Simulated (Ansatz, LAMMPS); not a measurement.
# Forces and charges in aqueous K+ and HSO4-, 2.1 mol of salt per kg of water at 300 K (173 atoms), part 2 of 3

What does DFT give for aqueous K+ and HSO4-, 2.1 mol of salt per kg of water at 300 K (173 atoms) as built?

Ansatz 0.2.0; Kohn-Sham DFT, r2SCAN+D4, PAW (set soft_2), plane waves.

The cell: 61 O, 2 S, 108 H and 2 K. The network of contacts between molecules at the start is that of the classical potential that made the cell. The concentration wasn't checked against solubility and may exceed it. The density was typed from a rule of thumb and may lie off the real one at this temperature. Only the Γ point is sampled, in a cell whose shortest periodic width is 12 Å.

So far: Set-up; How the cell was made.

### Step 3. Plane-wave single point

One self-consistent run at the given positions yields energy and forces.

input.yaml

```yaml
crystal:
  lattice:
    - [12.02799, 0.0, 0.0]
    - [0.0, 12.02799, 0.0]
    - [0.0, 0.0, 12.02799]
  atoms:
    - { symbol: O, position: [0.13252, 0.06929, 0.70709] }
    - { symbol: S, position: [0.24298, 0.00784, 0.67772] }
    - { symbol: O, position: [0.24037, 0.90422, 0.73693] }
    - { symbol: O, position: [0.23993, 0.9918, 0.55941] }
    - { symbol: O, position: [0.3294, 0.08587, 0.70821] }
    - { symbol: H, position: [0.06902, 0.02164, 0.68655] }
    - { symbol: O, position: [0.34593, 0.354, 0.24185] }
    - { symbol: S, position: [0.35815, 0.23107, 0.28812] }
    - { symbol: O, position: [0.30603, 0.23904, 0.39711] }
    - { symbol: O, position: [0.2941, 0.17254, 0.20714] }
    - { symbol: O, position: [0.47398, 0.21312, 0.28547] }
    - { symbol: H, position: [0.37679, 0.39845, 0.30386] }
    - { symbol: O, position: [0.17331, 0.94152, 0.93998] }
    - { symbol: H, position: [0.19648, 0.92568, 0.86173] }
    - { symbol: H, position: [0.18175, 0.02277, 0.95548] }
    - { symbol: O, position: [0.01062, 0.31509, 0.49134] }
    - { symbol: H, position: [0.93177, 0.33244, 0.47147] }
    - { symbol: H, position: [0.03289, 0.24317, 0.45608] }
    - { symbol: O, position: [0.46866, 0.82554, 0.38709] }
    - { symbol: H, position: [0.43292, 0.78314, 0.44903] }
    - { symbol: H, position: [0.51916, 0.77507, 0.34449] }
    - { symbol: O, position: [0.48733, 0.61945, 0.89128] }
    - { symbol: H, position: [0.55447, 0.61658, 0.94024] }
    - { symbol: H, position: [0.4339, 0.55994, 0.914] }
    - { symbol: O, position: [0.02719, 0.5938, 0.52428] }
    - { symbol: H, position: [0.03779, 0.61457, 0.60408] }
    - { symbol: H, position: [0.95896, 0.5469, 0.51668] }
    - { symbol: O, position: [0.64785, 0.28145, 0.63109] }
    - { symbol: H, position: [0.62454, 0.30156, 0.70832] }
    - { symbol: H, position: [0.60176, 0.21782, 0.60392] }
    - { symbol: O, position: [0.72222, 0.2429, 0.10055] }
    - { symbol: H, position: [0.71496, 0.22516, 0.18145] }
    [... 135 atom lines left out ...]
    - { symbol: H, position: [0.42318, 0.24585, 0.06368] }
    - { symbol: O, position: [0.19258, 0.16248, 0.00147] }
    - { symbol: H, position: [0.24664, 0.15533, 0.06423] }
    - { symbol: H, position: [0.2246, 0.21194, 0.94281] }
    - { symbol: K, position: [0.231, 0.42615, 0.53688] }
    - { symbol: K, position: [0.53972, 0.85513, 0.98004] }
kpoints:
  mp_grid: { grid: [1, 1, 1] }
hamiltonian:
  xc: r2scan
  dispersion: d4
scf:
  occupations: { method: fixed }
output:
  forces: true
  stress: true
  populations: true
  dos:
    method: { smearing: { sigma: 0.1 } }
    de: 0.1
    projected: { site_lists: { H: [H], K: [K], O: [O], S: [S] } }
  eigenvalues: true
  write_density: true
  write_potential: true
  volumetric_format: npy
```

Command:

```bash
> ansatz run input.yaml --threads 8 --pin off --max-ram 15872MiB --backend cpu --events-out ev --progress --plain --runs-dir out
```

Output:

```text
Engine: ansatz 0.2.0, aarch64-unknown-linux-gnu
Pseudopotentials: kind: paw
Pseudopotential: O, paw, valence charge 6, recommended cutoff 500 eV (meta_gga), O.paw.azcp
Pseudopotential: S, paw, valence charge 6, recommended cutoff 500 eV (meta_gga), S.paw.azcp
Pseudopotential: H, paw, valence charge 1, recommended cutoff 500 eV (meta_gga), H.paw.azcp
Pseudopotential: K, paw, valence charge 9, recommended cutoff 500 eV (meta_gga), K.paw.azcp
[... 6 lines on functional and potentials left out ...]
Crystal: 173 atoms, lattice volume = 1740.120 Å³
Basis set: ecut = 500 eV, 43867 PW (Γ), exchange–correlation on 360×360×360 points (64 copies of the dense FFT grid, shifted against one another)
Bands: 425, of which v1, the nominal top of the filled ones, is band 252 counted from 1 (251 counted from 0)
Symmetry: 1 space group operations
Space group: P1 (ITA 1), of the structure as read, at distance tolerance 1.2e-4 Å
k-points: 1
[... 12 lines on functional and potentials left out ...]
Initial density: superposition of atomic densities (neutral atoms: chi_scale 0, normalization atom), corrected by the library's trained network
Initial wavefunctions: pseudopotential atomic-orbital guess
Functional: x = r2scan, c = r2scan; τ floored in thin density (d = 2e-4 eV/Å³)
SCF iter   1: F=—  HF=-41323.420199 eV  |F-HF|=—  |Δ(HF+E_count)|=         —  Δρ=6.26e-3  dr2=6.73e-1  dr2_τ=8.20e0  ethr=1.77e-3  ⟨swp⟩=5.0  Hψ=1631  notcnv=0  defer=170
preconditioner: auto → Resta (q_TF=auto, 2.219 Å⁻¹)  ε∞=2.1  [insulator: Δε(μ)=5.113 eV  Ē_g=18.786 eV  n_scr=340 (ndim 8)  ℏωp=19.8 eV  f_vac=0.255  ε∞_Penn≈2.1]
SCF iter   2: F=—  HF=-41321.172759 eV  |F-HF|=—  |Δ(HF+E_count)|=    2.25e0  Δρ=3.63e-3  dr2=9.72e-2  dr2_τ=2.26e-2  ethr=1.33e-4  ⟨swp⟩=3.0  Hψ=748  notcnv=0  defer=171
SCF iter   3: F=—  HF=-41321.144404 eV  |F-HF|=—  |Δ(HF+E_count)|=   2.84e-2  Δρ=1.41e-3  dr2=2.33e-2  dr2_τ=1.79e-3  ethr=1.93e-5  ⟨swp⟩=2.0  Hψ=391  notcnv=0  defer=171
SCF iter   4: F=—  HF=-41321.159714 eV  |F-HF|=—  |Δ(HF+E_count)|=   1.53e-2  Δρ=2.76e-4  dr2=1.07e-3  dr2_τ=1.62e-4  ethr=4.63e-6  ⟨swp⟩=2.0  Hψ=511  notcnv=0  defer=171
SCF iter   5: F=—  HF=-41321.160006 eV  |F-HF|=—  |Δ(HF+E_count)|=   2.92e-4  Δρ=1.48e-4  dr2=3.06e-4  dr2_τ=4.31e-5  ethr=2.12e-7  ⟨swp⟩=3.0  Hψ=530  notcnv=0  defer=171
SCF iter   6: F=—  HF=-41321.160063 eV  |F-HF|=—  |Δ(HF+E_count)|=   5.72e-5  Δρ=4.22e-5  dr2=3.85e-5  dr2_τ=4.23e-6  ethr=6.07e-8  ⟨swp⟩=2.0  Hψ=506  notcnv=0  defer=170
SCF iter   7: F=—  HF=-41321.160528 eV  |F-HF|=—  |Δ(HF+E_count)|=   4.65e-4  Δρ=1.95e-5  dr2=6.15e-6  dr2_τ=5.56e-7  ethr=7.64e-9  ⟨swp⟩=2.0  Hψ=675  notcnv=0  defer=166
SCF iter   8: F=—  HF=-41321.160535 eV  |F-HF|=—  |Δ(HF+E_count)|=   6.62e-6  Δρ=9.61e-6  dr2=1.25e-6  dr2_τ=1.68e-7  ethr=1.22e-9  ⟨swp⟩=3.0  Hψ=532  notcnv=0  defer=166
SCF iter   9: F=-41321.160536 eV  HF=-41321.160536 eV  |F-HF|=1.75e-7  |Δ(HF+E_count)|=   1.06e-6  Δρ=1.93e-6  dr2=6.96e-8  dr2_τ=7.23e-9  ethr=1.98e-11  ⟨swp⟩=22.0  Hψ=4703  notcnv=0
SCF 1 converged in 9 iterations: F = -41321.160536 eV  dr2 = 6.96e-8
  greatest PAW one-centre occupation: 0.989 electrons in one spin orbital (limit 2), on the K atom at site 171 (counted from 0), in its partial waves of l = 0
WARN: The input density's exchange-correlation potential varies sharply where the density is thin. Do not read a vacuum level from v_tot or v_xc, or from such a field of the output density. On a cell that repeats whose density bears no net charge and no dipole along the vacuum's axis use v_es (v_loc + v_h of the components); [...]
SCF converged after 9 iterations
Free energy (F): -41321.160536 eV
Harris-Foulkes:  -41321.160536 eV  (|F-HF|=1.75e-7)
Internal energy: -41321.160536 eV  (E = F + TS)
E sigma→0 (E₀):  -41321.160536 eV
Fermi energy:    -2.159495 eV
--- Per-component energies (eV) ---
  E_band       = -5104.837499
  E_kinetic    = 12946.229572
  E_local      = -40287.805958  (includes V_loc(G=0)·N_el)
  E_nonlocal   = 3158.521279
  E_hartree    = 14655.223698
  E_xc         = -5842.493395
  E_vxc        = -8369.695672  (∫ρ·V_xc dr)
  E_paw        = -12644.759431  (= ΣΔE_a)
  E_vpaw       = -2432.715402  (= ΣTr[D̂ρ^β])
  E_aug_tail   = 0.017947  (compensation charges beyond the density's cutoff)
  E_vtau       = 570.181217  (kinetic-family band-sum trace: ∫τ·v_τ [+ j·A + Jᵃ·Aᵃ] dr)
  E_ewald      = -13300.669550
  E_disp       = -2.864399  (pairwise vdW)
  E_core_change = -2.560300  (= ΣΔE_core)
  E_smearing   = -0.000000  (= −TS)
  E_closure    = 0.000000  (closes the sum)
  Σ components = -41321.160536   (vs F -41321.160536, Δ=0.00e0)
--- Forces (eV/Å), atoms counted from 1 ---
  atom   1  O     -0.55979547     0.67787585     0.31016929
  atom   2  S     -1.18363603    -0.21914031    -0.72584341
  atom   3  O      0.59164955    -0.62124415     0.63446083
  atom   4  O      0.22265051    -0.22385942    -1.42804009
  atom   5  O     -0.13610375     0.19951008     1.09824606
  atom   6  H     -0.20814515    -0.07592088     0.26944135
  atom   7  O     -0.12469571     0.69210461     0.36097563
  atom   8  S     -0.74887919     3.21673728    -0.78383224
  atom   9  O     -0.10424927    -0.82828589     0.67085423
  atom  10  O     -0.93497488    -1.96226603    -0.74272777
  atom  11  O      1.50883769    -1.48642002     0.36625724
  atom  12  H      0.27933979     0.43193056    -0.34636232
  atom  13  O     -0.02170991     0.65748077    -0.08107753
  atom  14  H     -0.02273000     0.36799197     0.75274344
[...]
atom 172  K     -0.01824472     0.14832207    -0.01829806
  atom 173  K     -0.18611837    -0.04845985    -0.05821709
  max |Σ_I F_I| component: 1.33e-4 eV/Å
--- Stress (GPa, compression-positive) ---
       -2.932882      -0.022747       0.473642
       -0.022746      -3.676562      -0.262620
        0.473643      -0.262620      -3.788762
  P = ⅓ Tr σ = -3.4661 GPa (-34.661 kbar)
--- Band table (eV) ---
  k-point 0: bands = ["-31.1789", "-30.4335", "-27.2591", "-26.8081", [... 409 levels ...], "11.7391", "11.7443", "11.8088", "11.8647", "11.8793", "11.9385", "11.9564", "11.9936", "12.0050", "12.0457", "12.1098", "12.1321"]
--- Löwdin populations: 173 sites ---
  site symbol       q [e]
     0      O      6.6847
     1      S      3.4172
     2      O      6.7587
[...]
172      K      8.1191
  spilling = 0.011533 (of n_electrons = 504.000000)
```

It took 36 s on 8 threads of Arm Neoverse V2, shared host; peak memory 4.8 GiB; 4.6 min of CPU time.

The column dr2 measures how far the density is from self-consistency, as an energy; F and HF (Harris–Foulkes) agree once it is small.

The program notes that the exchange-correlation potential is rough where the density is thin.

Read from the output:

```
free energy                                      : -41321.1605 eV
free energy per atom                             : -238.8506 eV/atom
SCF cycles                                       : 9
pressure                                         : -3.466 GPa
r.m.s. force component                           : 0.7228 eV/Å
longest force                                    : 3.394 eV/Å
Fermi energy                                     : -2.159 eV
gap (highest filled to lowest empty level) : 4.888 eV
spilling of the projection                       : 0.01153
```

Neighbours are counted within 1.21 Å (H-O), 3.52 Å (O-K), 1.98 Å (O-S).

Length of the force by element and coordination:

```
element  coordination  atoms  mean length of the force (eV/Å)  spread  least   most
      H           all    108                             1.29   0.328  0.349   1.96
      K           all      2                            0.176  0.0252  0.151  0.201
      K             6      1                            0.201       0  0.201  0.201
      K             9      1                            0.151       0  0.151  0.151
      O           all     61                            0.982   0.375  0.206   2.30
      O             1      5                             1.62   0.513   1.07   2.30
      O             2     42                            0.945   0.326  0.206   1.72
      O             3     14                            0.867   0.194  0.558   1.33
      S           all      2                             2.40   0.994   1.41   3.39
```

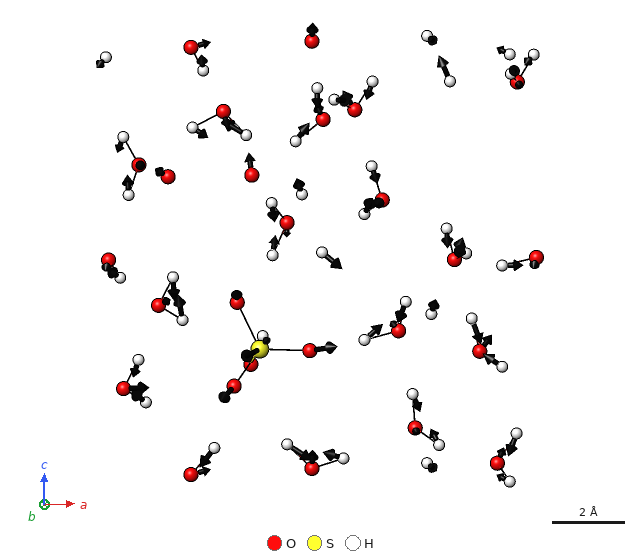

Forces as arrows; the longest in the cell is 3.39 eV/Å. Drawn is a slice 4 Å thick, seen along the normal of the ac plane. Bonds to atoms that aren't drawn are left out.

Löwdin charges by element and coordination (they lack the spilled electrons, 0.034 e an atom on average):

```csv
element,coordination,atoms,mean charge (e),spread,least,most
H,all,108,0.396,0.0103,0.372,0.423
K,all,2,0.866,0.0148,0.851,0.881
K,6,1,0.881,0,0.881,0.881
K,9,1,0.851,0,0.851,0.851
O,all,61,-0.719,0.0307,-0.811,-0.655
O,1,5,-0.776,0.0225,-0.811,-0.753
O,2,42,-0.709,0.0243,-0.791,-0.655
O,3,14,-0.729,0.0248,-0.770,-0.678
S,all,2,2.58,0.002,2.58,2.58
```

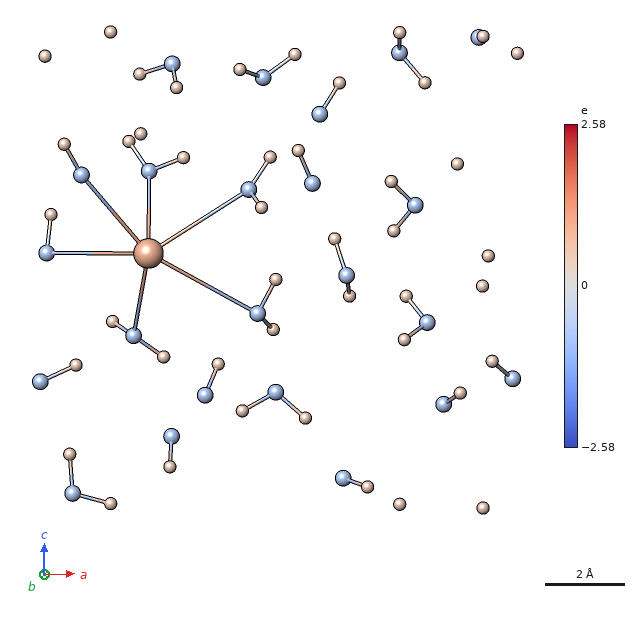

Atoms coloured by Löwdin charge. Drawn is a slice 4 Å thick, seen along the normal of the ac plane. Bonds to atoms that aren't drawn are left out.

States in the cell by windows of 1 eV, zero at the Fermi level; the larger projections on atomic orbitals stand beside the total:

```
from (eV)  to (eV)  total   O p   H s
      -10       -9    2.0   0.9   0.2
       -9       -8    6.1   4.0   1.5
       -8       -7   40.5  27.6  11.0
       -7       -6   64.2  44.6  16.9
       -6       -5    9.2   6.6   1.5
       -5       -4   19.4  15.3   1.9
       -4       -3   47.2  39.2   3.5
       -3       -2   50.3  44.1   2.0
       -2       -1   61.1  59.3   0.4
       -1        0   63.3  62.3   0.2
        0        1    0.7   0.7   0.0
        1        4    0.0   0.0   0.0
        4        5    2.0   0.1   1.1
```

With fixed occupations the program's Fermi level is the highest filled level; weight inside the gap is the broadening of levels at its edges.

Between -26 and -10 eV lie 136 more states.

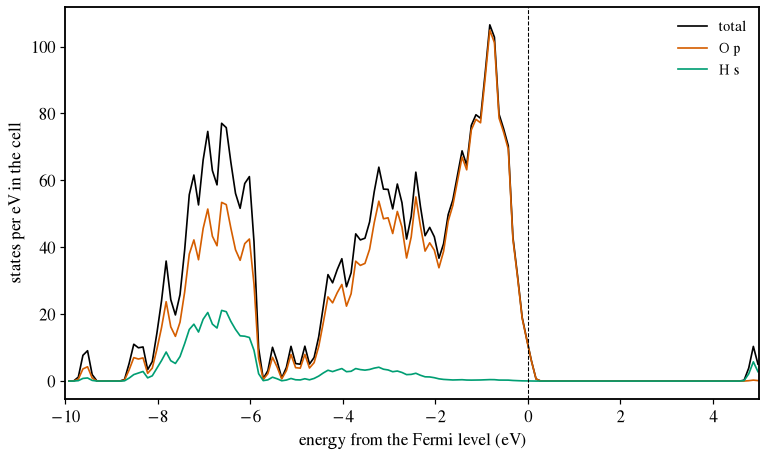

Total and projected density of states, with the broadening of the input.

The levels nearest the highest filled one (over half full), pooled over k-points and spins:

```csv
level less the highest filled one (eV),occupation
-0.394,2
-0.371,2
-0.249,2
-0.222,2
-0.160,2
0,2
4.89,0
6.07,0
6.21,0
6.35,0
6.44,0
6.52,0
```

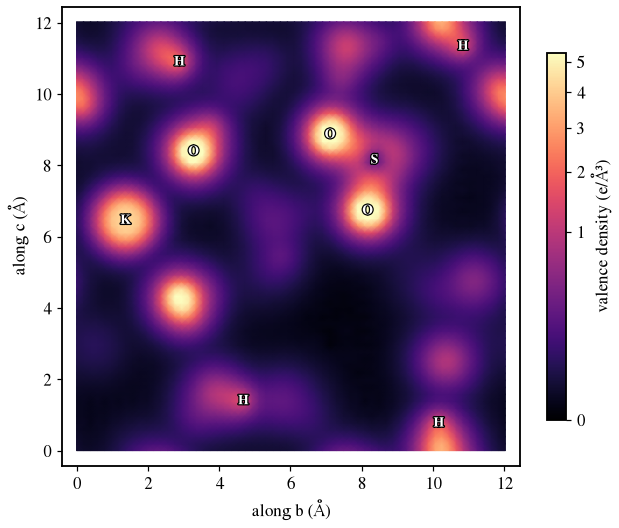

Valence density in the bc plane at fractional x = 0.231, with atoms of S and O and H and K within 0.2 Å of it. It is the smooth field of the valence electrons, not physical close to the nuclei. The map starts off the cell's origin, so that atoms lie inside it. The colour scale is stretched toward low values.

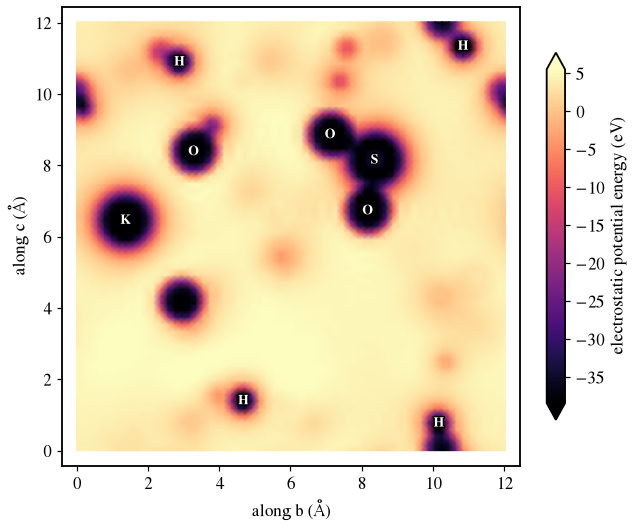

Electrostatic potential energy in the bc plane at fractional x = 0.231, with atoms of S and O and H and K within 0.2 Å of it. With pseudopotentials it is smooth inside the atoms' cores, unlike the true potential. The map starts off the cell's origin, so that atoms lie inside it.

Mean Löwdin charges: H +0.40, K +0.87, O -0.72, S +2.58 e (they miss 1.2 % of the electrons, so they add up to more than the cell's charge). The largest share in the top eV of filled states is O p (99 % of the projected weight), and in the lowest eV of empty states H s (60 % of the projected weight).

[end of part 2 of 3]

[Logs are printed without paths, hosts, clocks, repeated set-up lines and the standing remarks that a program may print on its own settings, such as how far it seeks lower states.]

[Hosts, paths, dates, database ids (printed as entryN), source tags and the programs' standing remarks are cut or masked in the printed files.]
